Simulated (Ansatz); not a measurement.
# SiH₅ (doublet): one geometry, many settings at distance H1–H2 along a hydrogen transfer = 0.888 Å

What do other methods and options give for SiH₅ (doublet) at this geometry, and how long do they take?

Computed with Ansatz 0.2.0, Gaussian basis. Level: the settings change from run to run.

9 further runs of the same task are left out: 2 for a mislabelled method, 6 that didn't finish, 1 set aside as unsound or not needed.

### Step 1. The system

The geometry derives from fragments relaxed apart (PBE0/def2-TZVP) and kept rigid, so it is no stationary point. A hydrogen atom is moved between rigid fragments.

6 atoms, charge 0, spin multiplicity 2.

Atoms are counted from 1 here; the program's logs count them from 0.

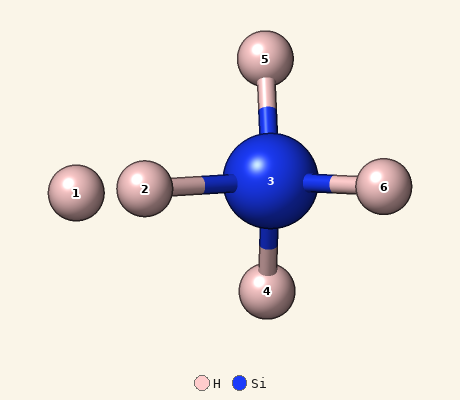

The geometry (hydrogen pink, silicon blue); atoms are numbered from 1 in the order of the file.

### Step 2. MRCISD+Q(1,6)/6-31G*

in.yaml

```yaml
crystal:
  periodic: [false, false, false]
  atoms:
    - {symbol: H, position_ang: [-2.432860, 0.000000, -0.000002]}
    - {symbol: H, position_ang: [-1.544860, 0.000000, -0.000001]}
    - {symbol: Si, position_ang: [0.085140, 0.000000, 0.000000]}
    - {symbol: H, position_ang: [0.535114, -1.416253, 0.000001]}
    - {symbol: H, position_ang: [0.535115, 0.708126, -1.226511]}
    - {symbol: H, position_ang: [0.535113, 0.708127, 1.226511]}
basis:
  gaussian: {orbitals: "6-31G*"}
magnetization: {spin_polarized: false, initial_magnetization: 1}
correlation: {method: fic_mrcisd_q, electrons: valence, active_space: {window: {electrons: 1, orbitals: 6}}}
accuracy: high
```

Started as:

```bash
$ ansatz run in.yaml --threads 1 --pin off --events-out ev --progress --plain --max-ram 2393MiB
```

The log of the run (excerpt; [...] marks lines left out):

```text
Functional definition: HF
  name "HF"
  cite "Fock, Z. Phys. 61, 126 (1930) doi:10.1007/BF01340294"
  parent pbe
[...]
615 factors; integrals over basis functions are off by at most 3.2e-9 eV
[...]
mean field -7937.16327992 eV, -291.6853705345 hartree, gradient 3.6e-8 eV, S^2 0.750000; 0 other end points of the search recorded, 0 dependent functions left out
reference -7937.16327992 eV, -291.6853705345 hartree; 10, 9 occupied and 19, 20 virtual orbitals, 615 factors
state -7937.16327992 eV, -291.6853705345 hartree
contracted CI cycle   1: correlation 0.00000000 eV, 0.0000000000 hartree, residual 1.29e1 eV
contracted CI cycle   2: correlation -3.09547299 eV, -0.1137565342 hartree, residual 2.01e0 eV
contracted CI cycle   3: correlation -3.19697040 eV, -0.1174864951 hartree, residual 5.49e-1 eV
contracted CI cycle   4: correlation -3.20331716 eV, -0.1177197344 hartree, residual 1.18e-1 eV
contracted CI cycle   5: correlation -3.20361217 eV, -0.1177305756 hartree, residual 3.01e-2 eV
contracted CI cycle   6: correlation -3.20363174 eV, -0.1177312949 hartree, residual 7.83e-3 eV
contracted CI cycle   7: correlation -3.20363297 eV, -0.1177313401 hartree, residual 1.85e-3 eV
contracted CI cycle   8: correlation -3.20363303 eV, -0.1177313425 hartree, residual 4.23e-4 eV
contracted CI cycle   9: correlation -3.20363304 eV, -0.1177313426 hartree, residual 1.13e-4 eV
contracted CI cycle  10: correlation -3.20363304 eV, -0.1177313426 hartree, residual 3.09e-5 eV
contracted CI cycle  11: correlation -3.20363304 eV, -0.1177313426 hartree, residual 8.30e-6 eV
contracted CI cycle  12: correlation -3.20363304 eV, -0.1177313426 hartree, residual 2.08e-6 eV
contracted CI cycle  13: correlation -3.20363304 eV, -0.1177313426 hartree, residual 5.66e-7 eV
state -7937.16327992 eV, -291.6853705345 hartree; corrected -7940.60279202 eV, -291.8117702729 hartree
WARN: 5 active orbitals are nearly empty or full. The corrections depend on them more than the energy does, and are more stable in an active space without them
Total energy: -7940.60279202 eV, -291.8117702729 hartree
```

Wall time 1.1 s (1 thread of Intel Xeon Platinum 8488C, shared host).

From the report: 5 determinants; active occupations 1.00, 0.00, 0.00, 0.00, 0.00, 0.00. The report marks this result as in doubt.

### Step 3. MRCISD+Q(relaxed)(5,7)/6-31G

Edit in.yaml of step 2 so:

```diff
@@ -10,5 +10,4 @@
 basis:
-  gaussian: {orbitals: "6-31G*"}
+  gaussian: {orbitals: 6-31G}
 magnetization: {spin_polarized: false, initial_magnetization: 1}
-correlation: {method: fic_mrcisd_q, electrons: valence, active_space: {window: {electrons: 1, orbitals: 6}}}
-accuracy: high
+correlation: {method: fic_mrcisd_q_relaxed, electrons: outside_noble_gas, active_space: {window: {electrons: 5, orbitals: 7}}}
```

Launched as before.

The log of the run (excerpt; [...] marks lines left out):

```text
Functional definition: HF
  name "HF"
  cite "Fock, Z. Phys. 61, 126 (1930) doi:10.1007/BF01340294"
  parent pbe
[...]
300 factors; integrals over basis functions are off by at most 6.8e-4 eV
[...]
mean field -7936.00680424 eV, -291.6428708373 hartree, gradient 4.1e-6 eV, S^2 0.750000; 0 other end points of the search recorded, 0 dependent functions left out
reference -7936.00680424 eV, -291.6428708373 hartree; 10, 9 occupied and 13, 14 virtual orbitals, 300 factors
state -7937.26261777 eV, -291.6890211334 hartree
contracted CI cycle   1: correlation 0.00000000 eV, 0.0000000000 hartree, residual 7.99e0 eV
contracted CI cycle   2: correlation -1.39189223 eV, -0.0511510959 hartree, residual 1.61e0 eV
contracted CI cycle   3: correlation -1.45571439 eV, -0.0534965172 hartree, residual 5.83e-1 eV
contracted CI cycle   4: correlation -1.46252416 eV, -0.0537467716 hartree, residual 2.07e-1 eV
[...]
contracted CI cycle   7: correlation -1.70621657 eV, -0.0627023025 hartree, residual 2.21e-2 eV
contracted CI cycle   8: correlation -1.70622652 eV, -0.0627026681 hartree, residual 9.40e-3 eV
contracted CI cycle   9: correlation -1.70622861 eV, -0.0627027449 hartree, residual 4.26e-3 eV
contracted CI cycle  10: correlation -1.70622901 eV, -0.0627027594 hartree, residual 1.76e-3 eV
contracted CI cycle  11: correlation -1.70622907 eV, -0.0627027618 hartree, residual 7.76e-4 eV
state -7937.00628562 eV, -291.6796011006 hartree; corrected -7938.79335929 eV, -291.7452748465 hartree
state -7937.00628562 eV, -291.6796011006 hartree; corrected -7938.79335929 eV, -291.7452748465 hartree
the orbitals are reached from a further start. From the first start the search ends at -7937.26260293 eV, -291.6890205877 hartree
WARN: the results are in doubt because another end's mean lies 0.256 eV lower, and its corrected mean 0.008 eV higher
Total energy: -7938.79335929 eV, -291.7452748465 hartree
In doubt: another end's mean lies 0.256 eV lower, and its corrected mean 0.008 eV higher
```

It took 7.5 s on 1 thread of Intel Xeon Platinum 8488C, shared host.

From the report: 735 determinants; active occupations 1.98, 1.97, 1.00, 0.03, 0.02, 0.00, 0.00. Mind the lines of doubt at the end of the log.

### Step 4. MP2 on UHF/6-31G

Edit in.yaml of step 3 so:

```diff
@@ -11,3 +11,4 @@
   gaussian: {orbitals: 6-31G}
-magnetization: {spin_polarized: false, initial_magnetization: 1}
-correlation: {method: fic_mrcisd_q_relaxed, electrons: outside_noble_gas, active_space: {window: {electrons: 5, orbitals: 7}}}
+magnetization: {spin_polarized: true, initial_magnetization: 1}
+correlation: {method: mp2, electrons: all}
+output: {forces: true}
```

The command is unchanged.

The log of the run (excerpt; [...] marks lines left out):

```text
Functional definition: HF
  name "HF"
  cite "Fock, Z. Phys. 61, 126 (1930) doi:10.1007/BF01340294"
  parent pbe
[...]
300 factors; integrals over basis functions are off by at most 6.8e-4 eV
[...]
mean field -7936.19632979 eV, -291.6498357726 hartree, gradient 5.5e-6 eV, S^2 0.775602; 0 other end points of the search recorded, 0 dependent functions left out
reference -7936.19632979 eV, -291.6498357726 hartree; 10, 9 occupied and 13, 14 virtual orbitals, 300 factors
second order -1.90519695 eV of doubles, -0.00000000 eV of singles
[...]
Total energy: -7938.10152673 eV, -291.7198504690 hartree
Atom 0 at    -2.432860     0.000000    -0.000002 Å, force    -0.555739     0.000000    -0.000000 eV/Å
Atom 1 at    -1.544860     0.000000    -0.000001 Å, force    -1.358543    -0.000000    -0.000001 eV/Å
Atom 2 at     0.085140     0.000000     0.000000 Å, force     1.377714    -0.000001     0.000001 eV/Å
Atom 3 at     0.535114    -1.416253     0.000001 Å, force     0.178856    -0.331304     0.000000 eV/Å
Atom 4 at     0.535115     0.708126    -1.226511 Å, force     0.178856     0.165652    -0.286919 eV/Å
Atom 5 at     0.535113     0.708127     1.226511 Å, force     0.178856     0.165653     0.286919 eV/Å
Dipole moment:     0.023500     0.000000     0.000000 e Å
```

Wall time 0.21 s (1 thread of Intel Xeon Platinum 8488C, shared host).

From the report: ⟨S²⟩ of the determinant 0.776 (pure doublet: 0.75).

### Step 5. HF/6-31G*

Edit in.yaml of step 4 so:

```diff
@@ -10,5 +10,5 @@
 basis:
-  gaussian: {orbitals: 6-31G}
-magnetization: {spin_polarized: true, initial_magnetization: 1}
-correlation: {method: mp2, electrons: all}
-output: {forces: true}
+  gaussian: {orbitals: "6-31G*"}
+magnetization: {spin_polarized: false, initial_magnetization: 1}
+hamiltonian: {xc: hf}
+output: {orbitals: {seedname: orbitals}}
```

Same command.

The log of the run:

```text
Functional definition: HF
  name "HF"
  cite "Fock, Z. Phys. 61, 126 (1930) doi:10.1007/BF01340294"
  parent pbe
  exchange = exact_x
  correlation = 0
325 factors; integrals over basis functions are off by at most 7.8e-4 eV
mean field evaluation 1: about -7936.5248 eV, gradient 9.1e0 eV
mean field evaluation 2: about -7936.5478 eV, gradient 9.2e0 eV
mean field evaluation 4: about -7937.1556 eV, gradient 5.7e-1 eV
mean field evaluation 8: about -7937.1611 eV, gradient 2.5e-1 eV
mean field -7937.16327199 eV, -291.6853702431 hartree, gradient 1.7e-5 eV, S^2 0.750000; 0 other end points of the search recorded, 0 dependent functions left out
reference -7937.16327199 eV, -291.6853702431 hartree; 10, 9 occupied and 19, 20 virtual orbitals, 325 factors
Total energy: -7937.16327199 eV, -291.6853702431 hartree
```

Run time: 0.12 s. Hardware: 1 thread of Intel Xeon Platinum 8488C, shared host.

### Step 6. All runs side by side

Where basis and cores are those of an earlier FCI/6-31G run (-7938.7788 eV), and the state is the same kind, the miss against it is given. † marks a result that the program doubts.

| level | correlated | functions | energy (eV) | from FCI (meV) | time |
| --- | --- | --- | --- | --- | --- |
| MRCISD+Q(1,6)/6-31G* † | valence | 29 | -7940.6028 |  | 1.1 s |
| MRCISD+Q(relaxed)(5,7)/6-31G † | outside noble gas | 23 | -7938.7934 | -14.5 | 7.5 s |
| MP2 on UHF/6-31G | all | 23 | -7938.1015 |  | 0.21 s |
| HF/6-31G* |  | 29 | -7937.1633 |  | 0.12 s |

### Step 7. What came out

| quantity | value |
| --- | --- |
| runs | 4 |
| quickest | HF/6-31G*, 0.12 s |
| slowest | MRCISD+Q(relaxed)(5,7)/6-31G †, 7.5 s |

Total energies in different bases, with other cores or another treatment of relativity can't be set against each other. MRCISD+Q(relaxed)(5,7)/6-31G † took 63 times as long as HF/6-31G*; the jobs differ in more than the method.
